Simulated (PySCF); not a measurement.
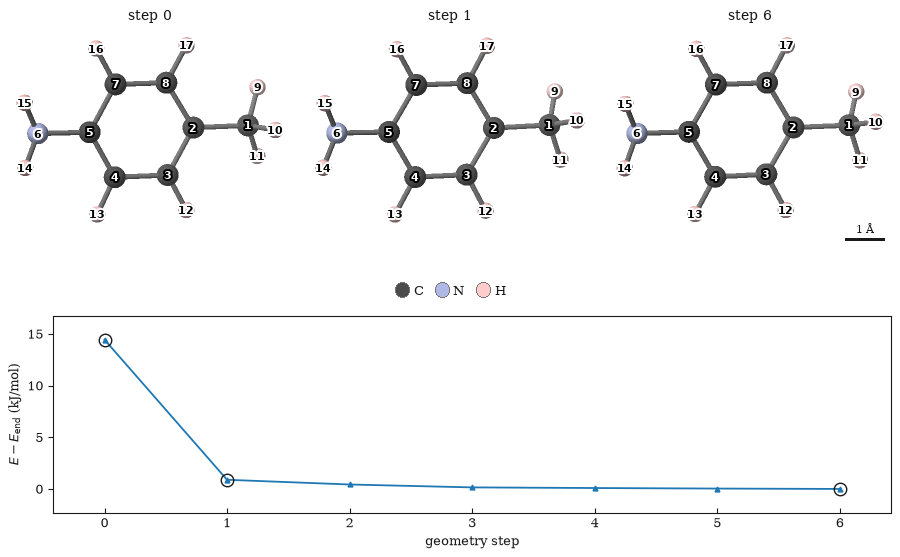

Frames of a relaxation of C7H9N, marked on the history of the run. Style: ball-and-stick. Shown from a free direction.

The start comes from GFN2-xTB. Its atoms were then displaced at random by about 0.01 Å.

The calculation used PySCF, PBE0-D3(BJ)/def2-TZVP geometry optimisation, gas phase. 

### What happens along the run?

The energy falls by 14.4 kJ/mol in 6 geometry steps. The largest move after the best rigid fit is that of H11, 0.22 Å. Largest moves by element: H 0.22 Å, C 0.05 Å, N 0.02 Å. Near-neighbour distances that change, for instance: C3–C4 1.434 → 1.385 Å, C3–H12 1.055 → 1.085 Å, C4–H13 1.056 → 1.085 Å, C1–H10 1.120 → 1.095 Å. Among the angles between lasting bonds that change: C5–C4–H13 123.4° → 119.6°, H14–N6–H15 114.9° → 112.1°, C3–C4–H13 117.0° → 119.8°. Cost: 3.4 min on 2 threads of Intel(R) Xeon(R) Platinum 8259CL CPU @ 2.50GHz, with other jobs on the host. From step 0 to 1: H10 moves most (0.25 Å), energy −13.6 kJ/mol. From step 1 to 6: H14 moves most (0.05 Å), energy −0.89 kJ/mol.

```tsv
step	E − E(0), kJ/mol
0	0.00
1	-13.56
2	-14.01
3	-14.30
4	-14.36
5	-14.41
6	-14.45
```
